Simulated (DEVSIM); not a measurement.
System: GaAs p-n junction from an implanted or diffused profile, at 250 K.

| layer (left to right) | material | thickness (μm) | Nd (cm⁻³) | τn (s) | τp (s) |
|---|---|---|---|---|---|
| 1 | GaAs | 3.40 | 5.1e14 | 5.8e-8 | 5.8e-8 |

Added acceptor profile: 2.9e17 cm⁻³ × exp(−(x − 0.042 μm)²/(2·(0.036 μm)²)). Left contact: ohmic. Right contact: ohmic. Voltage is applied to the left contact. Recombination: SRH at mid-gap. Mobility is constant in doping.

Constants are typed, rounded textbook-type inputs, not results; the design itself was drawn at random and stands for no fabricated device. Values at 300 K; Nc and Nv go as T^1.5, mobilities as T to minus their exponent, the gap by Varshni's rule with the affinity fixed.

```csv
parameter,GaAs
gap (eV),1.424
affinity (eV),4.07
permittivity,12.9
Nc (cm⁻³),4.7e17
Nv (cm⁻³),9e18
μn (cm²/Vs),8500
μp (cm²/Vs),400
T exponent of μn,2.1
T exponent of μp,2.2
Varshni α (eV/K),0.000541
Varshni β (K),204
```

Model (solved in DEVSIM): 1D drift-diffusion, Boltzmann statistics, complete ionisation; no tunnelling, impact ionisation, image-force lowering or self-heating.

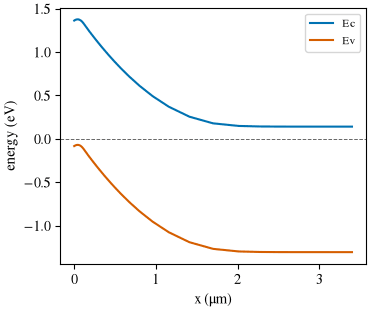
Figure. Band edges at zero bias

Energies count from the Fermi level of the right contact; mesh points crowd at the junctions.

```json
[
 {"x (μm)": "0.000", "Ec (eV)": "1.363", "Ev (eV)": "-0.083", "n (cm⁻³)": "< 1e2", "p (cm⁻³)": "1.5e17", "field (V/cm)": "5500"},
 {"x (μm)": "0.01550", "Ec (eV)": "1.371", "Ev (eV)": "-0.075", "n (cm⁻³)": "< 1e2", "p (cm⁻³)": "2.1e17", "field (V/cm)": "4300"},
 {"x (μm)": "0.03211", "Ec (eV)": "1.376", "Ev (eV)": "-0.070", "n (cm⁻³)": "< 1e2", "p (cm⁻³)": "2.7e17", "field (V/cm)": "1700"},
 {"x (μm)": "0.04993", "Ec (eV)": "1.377", "Ev (eV)": "-0.070", "n (cm⁻³)": "< 1e2", "p (cm⁻³)": "2.7e17", "field (V/cm)": "-1400"},
 {"x (μm)": "0.07705", "Ec (eV)": "1.366", "Ev (eV)": "-0.080", "n (cm⁻³)": "< 1e2", "p (cm⁻³)": "1.7e17", "field (V/cm)": "-6300"},
 {"x (μm)": "0.09744", "Ec (eV)": "1.349", "Ev (eV)": "-0.097", "n (cm⁻³)": "< 1e2", "p (cm⁻³)": "7.6e16", "field (V/cm)": "-10000"},
 {"x (μm)": "0.1190", "Ec (eV)": "1.325", "Ev (eV)": "-0.122", "n (cm⁻³)": "< 1e2", "p (cm⁻³)": "2.4e16", "field (V/cm)": "-13000"},
 {"x (μm)": "0.1478", "Ec (eV)": "1.287", "Ev (eV)": "-0.159", "n (cm⁻³)": "< 1e2", "p (cm⁻³)": "4.2e15", "field (V/cm)": "-13000"},
 {"x (μm)": "0.1687", "Ec (eV)": "1.260", "Ev (eV)": "-0.186", "n (cm⁻³)": "< 1e2", "p (cm⁻³)": "1.2e15", "field (V/cm)": "-13000"},
 {"x (μm)": "0.1903", "Ec (eV)": "1.233", "Ev (eV)": "-0.213", "n (cm⁻³)": "< 1e2", "p (cm⁻³)": "3.4e14", "field (V/cm)": "-12000"},
 {"x (μm)": "0.2119", "Ec (eV)": "1.206", "Ev (eV)": "-0.240", "n (cm⁻³)": "< 1e2", "p (cm⁻³)": "1.0e14", "field (V/cm)": "-12000"},
 {"x (μm)": "0.2741", "Ec (eV)": "1.131", "Ev (eV)": "-0.315", "n (cm⁻³)": "< 1e2", "p (cm⁻³)": "3.1e12", "field (V/cm)": "-12000"},
 {"x (μm)": "0.3731", "Ec (eV)": "1.018", "Ev (eV)": "-0.428", "n (cm⁻³)": "< 1e2", "p (cm⁻³)": "1.6e10", "field (V/cm)": "-11000"},
 {"x (μm)": "0.5692", "Ec (eV)": "0.815", "Ev (eV)": "-0.631", "n (cm⁻³)": "< 1e2", "p (cm⁻³)": "1300000", "field (V/cm)": "-9700"},
 {"x (μm)": "1.158", "Ec (eV)": "0.370", "Ev (eV)": "-1.076", "n (cm⁻³)": "1.2e10", "p (cm⁻³)": "< 1e2", "field (V/cm)": "-5400"},
 {"x (μm)": "2.014", "Ec (eV)": "0.149", "Ev (eV)": "-1.297", "n (cm⁻³)": "3.5e14", "p (cm⁻³)": "< 1e2", "field (V/cm)": "-430"},
 {"x (μm)": "2.653", "Ec (eV)": "0.141", "Ev (eV)": "-1.305", "n (cm⁻³)": "5.1e14", "p (cm⁻³)": "< 1e2", "field (V/cm)": "-12"},
 {"x (μm)": "3.003", "Ec (eV)": "0.141", "Ev (eV)": "-1.305", "n (cm⁻³)": "5.1e14", "p (cm⁻³)": "< 1e2", "field (V/cm)": "≈ 0"},
 {"x (μm)": "3.243", "Ec (eV)": "0.141", "Ev (eV)": "-1.305", "n (cm⁻³)": "5.1e14", "p (cm⁻³)": "< 1e2", "field (V/cm)": "≈ 0"},
 {"x (μm)": "3.325", "Ec (eV)": "0.141", "Ev (eV)": "-1.305", "n (cm⁻³)": "5.1e14", "p (cm⁻³)": "< 1e2", "field (V/cm)": "≈ 0"},
 {"x (μm)": "3.370", "Ec (eV)": "0.141", "Ev (eV)": "-1.305", "n (cm⁻³)": "5.1e14", "p (cm⁻³)": "< 1e2", "field (V/cm)": "≈ 0"},
 {"x (μm)": "3.400", "Ec (eV)": "0.141", "Ev (eV)": "-1.305", "n (cm⁻³)": "5.1e14", "p (cm⁻³)": "< 1e2", "field (V/cm)": "≈ 0"}
]
```
